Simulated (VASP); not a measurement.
## ELF calculation of TiClF3

The run: ELF calculation of TiClF3 (5 atoms in the cell). Method and program: Kohn-Sham DFT of a periodic cell, PBE, VASP PAW PBE potentials, recommended, no spin polarisation (VASP 6.6.1).

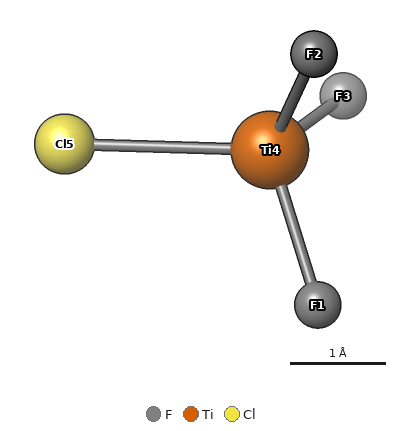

Figure 1. The input geometry (ball-and-stick view of the molecule without its box, seen at a tilt; atoms are numbered from 1 in the order of the input). Bond lengths as drawn: Cl–Ti 2.17 Å and F–Ti 1.74 Å.

## INCAR
```
SYSTEM = TiClF3
PREC = Accurate
ENCUT = 520
EDIFF = 1E-6
ISMEAR = 0
SIGMA = 0.01
LREAL = .False.
LASPH = .True.
NELM = 60
ALGO = Normal
ISIF = 2
LWAVE = .False.
LCHARG = .True.
GGA = PE
LELF = .True.
```

## KPOINTS
```
Automatic mesh
0
Gamma
  1 1 1
  0 0 0
```

## POSCAR
```
TiClF3
1.0
   12.0000000000      0.0000000000      0.0000000000
    0.0000000000     13.0000000000      0.0000000000
    0.0000000000      0.0000000000     12.0000000000
F Ti Cl
3 1 1
Direct
    0.3956500000      0.4322000000      0.6178875000
    0.6065166700      0.4117153800      0.5144291700
    0.4094500000      0.3858615400      0.3877791700
    0.4704500000      0.4539153800      0.4962958300
    0.4701250000      0.6173692300      0.4576375000
```

Launched with:
```bash
cat potpaw_PBE.64/F/POTCAR potpaw_PBE.64/Ti_sv/POTCAR potpaw_PBE.64/Cl/POTCAR > POTCAR
mpirun -np 1 vasp_gam > vasp.out
```

## OSZICAR
```
N       E                     dE             d eps       ncg     rms          rms(c)
DAV:   1     0.455464644082E+03    0.45546E+03   -0.13893E+04    64   0.108E+03
DAV:   2     0.164055398265E+03   -0.29141E+03   -0.28751E+03    72   0.237E+02
DAV:   3    -0.120982635024E+02   -0.17615E+03   -0.17601E+03    72   0.157E+02
DAV:   4    -0.352154149256E+02   -0.23117E+02   -0.23112E+02    48   0.703E+01
DAV:   5    -0.357224842474E+02   -0.50707E+00   -0.50696E+00    80   0.115E+01    0.239E+01
DAV:   6    -0.290648288843E+02    0.66577E+01   -0.44447E+01    80   0.856E+01    0.921E+00
DAV:   7    -0.293722125863E+02   -0.30738E+00   -0.82548E+00    56   0.259E+01    0.716E+00
DAV:   8    -0.294112875520E+02   -0.39075E-01   -0.17779E+00    48   0.145E+01    0.247E+00
DAV:   9    -0.293519154716E+02    0.59372E-01   -0.43417E-01    48   0.705E+00    0.794E-01
DAV:  10    -0.293568215148E+02   -0.49060E-02   -0.38211E-02    72   0.169E+00    0.788E-01
DAV:  11    -0.293557540901E+02    0.10674E-02   -0.19367E-02    72   0.180E+00    0.188E-01
DAV:  12    -0.293563077158E+02   -0.55363E-03   -0.23672E-03    72   0.581E-01    0.717E-02
DAV:  13    -0.293568801970E+02   -0.57248E-03   -0.57721E-04    64   0.202E-01    0.434E-02
DAV:  14    -0.293578794679E+02   -0.99927E-03   -0.15390E-04    56   0.134E-01    0.344E-02
DAV:  15    -0.293585476461E+02   -0.66818E-03   -0.21868E-04    72   0.117E-01    0.360E-02
DAV:  16    -0.293586971857E+02   -0.14954E-03   -0.19084E-05    56   0.488E-02    0.174E-02
DAV:  17    -0.293592292066E+02   -0.53202E-03   -0.42619E-05    56   0.357E-02    0.126E-02
DAV:  18    -0.293593618294E+02   -0.13262E-03   -0.64751E-06    56   0.211E-02    0.101E-02
DAV:  19    -0.293594569648E+02   -0.95135E-04   -0.76562E-06    64   0.330E-02    0.853E-03
DAV:  20    -0.293595911385E+02   -0.13417E-03   -0.14938E-05    56   0.281E-02    0.509E-03
DAV:  21    -0.293596004584E+02   -0.93198E-05   -0.46190E-07    48   0.575E-03    0.303E-03
DAV:  22    -0.293596232317E+02   -0.22773E-04   -0.81165E-07    40   0.663E-03    0.464E-03
DAV:  23    -0.293596299706E+02   -0.67389E-05   -0.33087E-07    40   0.594E-03    0.235E-03
DAV:  24    -0.293596323739E+02   -0.24033E-05   -0.82867E-08    24   0.281E-03    0.227E-03
DAV:  25    -0.293596348302E+02   -0.24563E-05   -0.94991E-08    32   0.268E-03    0.927E-04
DAV:  26    -0.293596361979E+02   -0.13677E-05   -0.21586E-08    24   0.127E-03    0.546E-04
DAV:  27    -0.293596365583E+02   -0.36042E-06    0.68345E-09    24   0.740E-04
   1 F= -.29359637E+02 E0= -.29359637E+02  d E =-.281372E-57
```

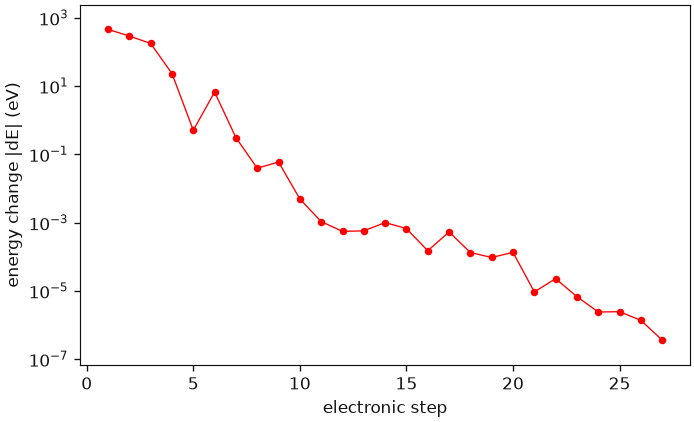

Figure 2. Convergence of the self-consistent field: energy change |dE| against the electronic step. It takes 27 electronic steps. The density is held fixed in the first few steps, and dE rises again when its update begins.

## Parts of OUTCAR
```
SYSTEM = TiClF3
   PREC = Accurate
   ENCUT = 520
   EDIFF = 1E-6
   ISMEAR = 0
   LREAL = .False.
   LASPH = .True.
   NELM = 60
   ISIF = 2
   GGA = PE

 ion  position               nearest neighbor table
   1  0.396  0.432  0.618-   4 1.74
   2  0.607  0.412  0.514-   4 1.74
   3  0.409  0.386  0.388-   4 1.74
   4  0.470  0.454  0.496-   3 1.74   2 1.74   1 1.74   5 2.17
   5  0.470  0.617  0.458-   4 2.17

  LATTYP: Found a simple tetragonal cell.
 ALAT       =    12.0000000000
 C/A-ratio  =     1.0833333333

  Lattice vectors:

 A1 = ( -12.0000000000,   0.0000000000,   0.0000000000)
 A2 = (   0.0000000000,   0.0000000000,  12.0000000000)
 A3 = (   0.0000000000,  13.0000000000,   0.0000000000)

Analysis of symmetry for initial positions (statically):
=====================================================================
 Subroutine PRICEL returns:
 Original cell was already a primitive cell.

 Routine SETGRP: Setting up the symmetry group for a
 simple tetragonal supercell.

 Subroutine GETGRP returns: Found  1 space group operations
 (whereof  1 operations were pure point group operations)
 out of a pool of 16 trial point group operations.

The static configuration has the point symmetry C_1 .

Analysis of symmetry for dynamics (positions and initial velocities):
=====================================================================
 Subroutine PRICEL returns:
 Original cell was already a primitive cell.

 Routine SETGRP: Setting up the symmetry group for a
 simple tetragonal supercell.

 Subroutine GETGRP returns: Found  1 space group operations
 (whereof  1 operations were pure point group operations)
 out of a pool of 16 trial point group operations.

The dynamic configuration has the point symmetry C_1 .

 Subroutine INISYM returns: Found  1 space group operations
 (whereof  1 operations are pure point group operations),
 and found     1 'primitive' translations

----------------------------------------------------------------------------------------

                                     Primitive cell

  volume of cell :    1872.0000

  direct lattice vectors                    reciprocal lattice vectors
    12.000000000  0.000000000  0.000000000     0.083333333  0.000000000  0.000000000
     0.000000000 13.000000000  0.000000000     0.000000000  0.076923077  0.000000000
     0.000000000  0.000000000 12.000000000     0.000000000  0.000000000  0.083333333

  length of vectors
    12.000000000 13.000000000 12.000000000     0.083333333  0.076923077  0.083333333

  position of ions in fractional coordinates (direct lattice)
     0.395650000  0.432200000  0.617887500
     0.606516670  0.411715380  0.514429170
     0.409450000  0.385861540  0.387779170
     0.470450000  0.453915380  0.496295830
     0.470125000  0.617369230  0.457637500

  ion indices of the primitive-cell ions
   primitive index   ion index
                 1           1
                 2           2
                 3           3
                 4           4
                 5           5

----------------------------------------------------------------------------------------

 KPOINTS: Automatic mesh

Automatic generation of k-mesh.
 Grid dimensions read from file:
 generate k-points for:    1    1    1

 Generating k-lattice:

  Cartesian coordinates                     Fractional coordinates (reciprocal lattice)
     0.083333333  0.000000000  0.000000000     1.000000000  0.000000000  0.000000000
     0.000000000  0.076923077  0.000000000     0.000000000  1.000000000  0.000000000
     0.000000000  0.000000000  0.083333333     0.000000000  0.000000000  1.000000000

  Length of vectors
     0.083333333  0.076923077  0.083333333

  Shift w.r.t. Gamma in fractional coordinates (k-lattice)
     0.000000000  0.000000000  0.000000000

 Subroutine IBZKPT returns following result:
 ===========================================

 Found      1 irreducible k-points:

 Following reciprocal coordinates:
            Coordinates               Weight
  0.000000  0.000000  0.000000      1.000000
   k-points           NKPTS =      1   k-points in BZ     NKDIM =      1   number of bands    NBANDS=     24
   number of dos      NEDOS =    301   number of ions     NIONS =      5
   total plane-waves  NPLWV = 793800
   dimension x,y,z NGX =    90 NGY =   98 NGZ =   90
   dimension x,y,z NGXF=   180 NGYF=  196 NGZF=  180
   ions per type =               3   1   1
   NGX,Y,Z   is equivalent  to a cutoff of  12.47, 12.53, 12.47 a.u.
   NGXF,Y,Z  is equivalent  to a cutoff of  24.94, 25.06, 24.94 a.u.
 SYSTEM =  TiClF3
   PREC   = accura    normal or accurate (medium, high low for compatibility)
   ISTART =      0    job   : 0-new  1-cont  2-samecut
   ICHARG =      2    charge: 1-file 2-atom 10-const
   ISPIN  =      1    spin polarized calculation?
   LNONCOLLINEAR =      F non collinear calculations
   LSORBIT =      F    spin-orbit coupling
   LASPH  =      T    aspherical Exc in radial PAW
   ENCUT  =  520.0 eV  38.22 Ry    6.18 a.u.  22.31 24.17 22.31*2*pi/ulx,y,z
   NELM   =     60;   NELMIN=  2; NELMDL= -5     # of ELM steps
   EDIFF  = 0.1E-05   stopping-criterion for ELM
   LREAL  =      F    real-space projection
   EDIFFG = 0.1E-04   stopping-criterion for IOM
   NSW    =      0    number of steps for IOM
   IBRION =     -1    ionic relax: 0-MD 1-quasi-New 2-CG
   NFREE  =      0    steps in history (QN), initial steepest desc. (CG)
   ISIF   =      2    stress and relaxation
   ISYM   =      2    0-nonsym 1-usesym 2-fastsym
   POTIM  = 0.5000    time-step for ionic-motion
   TEBEG  =    0.0;   TEEND  =   0.0 temperature during run
   PSTRESS=    0.0 pullay stress
   NELECT =      40.0000    total number of electrons
   NUPDOWN=      -1.0000    fix difference up-down
   EMIN   =  10.00;   EMAX   =-10.00  energy-range for DOS
   EFERMI =   0.00;   METHOD = LEGACY
   ISMEAR =     0;   SIGMA  =   0.01  broadening in eV -4-tet -1-fermi 0-gaus
   EFERMI_NEDOS =   21; number of points for ismear=-14 and -15
   IALGO  =     38    algorithm
   IMIX   =      4    mixing-type and parameters
     AMIX     =   0.40;   BMIX     =  1.00
     AMIX_MAG =   1.60;   BMIX_MAG =  1.00
  volume/ion in A,a.u.               =     374.40      2526.58
  Fermi-wavevector in a.u.,A,eV,Ry     =   0.454283  0.858470  2.807872  0.206373
  Thomas-Fermi vector in A             =   1.437199
   LORBIT       =      0    0 simple, 1 ext, 2 COOP (PROOUT), +10 PAW based schemes
   GGA     = PE    functional components
   LHFCALC =     F    Hartree Fock is set to
   AEXX    =    0.0000 exact exchange contribution
   IVDW    =     0    specifies the selected vdW correction
   LEPSILON=     F    determine dielectric tensor
   LRPA    =     F    only Hartree local field effects (RPA)
 non-spin polarized calculation
 Gauss-broadening in eV      SIGMA  =   0.01
  energy-cutoff  :      520.00
  volume of cell :     1872.00
 maximum number of plane-waves:     25235
 NGX is ok and might be reduce to    90
   NGX = 45   NGY = 49   NGZ = 45

 number of electron      40.0000006 magnetization

 Free energy of the ion-electron system (eV)
  ---------------------------------------------------
  ext. energy  EPLUGINS =         0.00000000
  ---------------------------------------------------
  free energy    TOTEN  =       -29.35963656 eV

  energy without entropy =      -29.35963656  energy(sigma->0) =      -29.35963656

 E-fermi :  -8.3077     XC(G=0):  -0.7580     alpha+bet : -0.3540

 val. band max:       -8.4207728878   @ k =   0.0000   0.0000   0.0000
 cond. band min:      -3.8409785657   @ k =   0.0000   0.0000   0.0000
 fundamental gap:      4.5797943221
 Fermi energy:        -8.3076540894

 k-point     1 :       0.0000    0.0000    0.0000
  band No.  band energies     occupation
      1     -64.0199      2.00000
      2     -40.5898      2.00000
      3     -40.5897      2.00000
      4     -40.2922      2.00000
      5     -29.3145      2.00000
      6     -28.9944      2.00000
      7     -28.9934      2.00000
      8     -20.4673      2.00000
      9     -11.6471      2.00000
     10     -11.6467      2.00000
     11     -11.3797      2.00000
     12     -11.1731      2.00000
     13     -11.1729      2.00000
     14     -10.7975      2.00000
     15     -10.4078      2.00000
     16     -10.4075      2.00000
     17     -10.1408      2.00000
     18      -9.5130      2.00000
     19      -8.4208      2.00000
     20      -8.4208      2.00000
     21      -3.8410      0.00000
     22      -3.8409      0.00000
     23      -3.0293      0.00000
     24      -2.4707      0.00000

------------------------ aborting loop because EDIFF is reached ----------------------------------------

  FORCE on cell =-STRESS in cart. coord.  units (eV):
  Direction    XX          YY          ZZ          XY          YZ          ZX
  --------------------------------------------------------------------------------------
  -------------------------------------------------------------------------------------
  Total        2.1368755      1.2912629      2.0950902      0.0003794      0.1844725      0.0005315
  in kB        1.8288747      1.1051453      1.7931122      0.0003247      0.1578833      0.0004549
  external PRESSURE =       1.5757108 kB  Pullay stress =       0.0000000 kB

 VOLUME and BASIS-vectors are now :
 -----------------------------------------------------------------------------
  energy-cutoff  :      520.00
  volume of cell :     1872.00
      direct lattice vectors                 reciprocal lattice vectors
    12.000000000  0.000000000  0.000000000     0.083333333  0.000000000  0.000000000
     0.000000000 13.000000000  0.000000000     0.000000000  0.076923077  0.000000000
     0.000000000  0.000000000 12.000000000     0.000000000  0.000000000  0.083333333

 POSITION                                       TOTAL-FORCE (eV/Angst)
 -----------------------------------------------------------------------------------
      4.74780      5.61860      7.41465        -0.508765     -0.165289      0.832804
      7.27820      5.35230      6.17315         0.932692     -0.317731      0.124305
      4.91340      5.01620      4.65335        -0.418078     -0.508363     -0.741946
      5.64540      5.90090      5.95555        -0.005036      0.630050     -0.136909
      5.64150      8.02580      5.49165        -0.000814      0.361333     -0.078254
 -----------------------------------------------------------------------------------
    total drift:                                0.001528     -0.004024     -0.000862

  FREE ENERGIE OF THE ION-ELECTRON SYSTEM (eV)
  ---------------------------------------------------
  free  energy   TOTEN  =       -29.3596365583 eV

  energy  without entropy=      -29.3596365583  energy(sigma->0) =      -29.35963656
```

## CONTCAR
```
TiClF3
   1.00000000000000
    12.0000000000000000    0.0000000000000000    0.0000000000000000
     0.0000000000000000   13.0000000000000000    0.0000000000000000
     0.0000000000000000    0.0000000000000000   12.0000000000000000
  F               Ti              Cl
     3     1     1
Direct
     0.3956500000000034    0.4322000000000017    0.6178875000000019
     0.6065166699999978    0.4117153799999969    0.5144291699999997
     0.4094499999999996    0.3858615400000005    0.3877791700000017
     0.4704499999999996    0.4539153799999980    0.4962958300000011
     0.4701250000000030    0.6173692300000013    0.4576374999999970

  0.00000000E+00  0.00000000E+00  0.00000000E+00
  0.00000000E+00  0.00000000E+00  0.00000000E+00
  0.00000000E+00  0.00000000E+00  0.00000000E+00
  0.00000000E+00  0.00000000E+00  0.00000000E+00
  0.00000000E+00  0.00000000E+00  0.00000000E+00
```

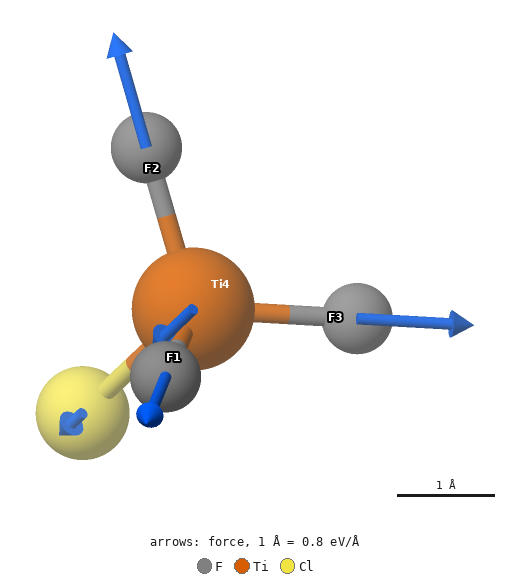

Figure 3. Forces on the atoms as blue arrows (ball-and-stick view of the molecule without its box, seen at a tilt; atoms are numbered from 1 in the order of the input). The largest act on all 3 F atoms (0.99 eV/Å); Ti4 (0.64 eV/Å); Cl5 (0.37 eV/Å). The geometry is not a stationary point of this energy.

## Summary

```json
{"quantity": "outcome", "value": "converged"}
{"quantity": "electrons treated", "value": "40"}
{"quantity": "free energy", "value": "−29.3596 eV"}
{"quantity": "Fermi energy of the self-consistent step", "value": "−8.308 eV"}
{"quantity": "gap on the k-point mesh", "value": "4.58 eV"}
{"quantity": "largest force (length of the vector)", "value": "0.993 eV/Å"}
{"quantity": "hardware", "value": "1 thread of AMD EPYC (Zen 3), 64 GiB of memory available, shared host"}
{"quantity": "wall time", "value": "4.7 min"}
{"quantity": "peak memory", "value": "1.3 GiB"}
```
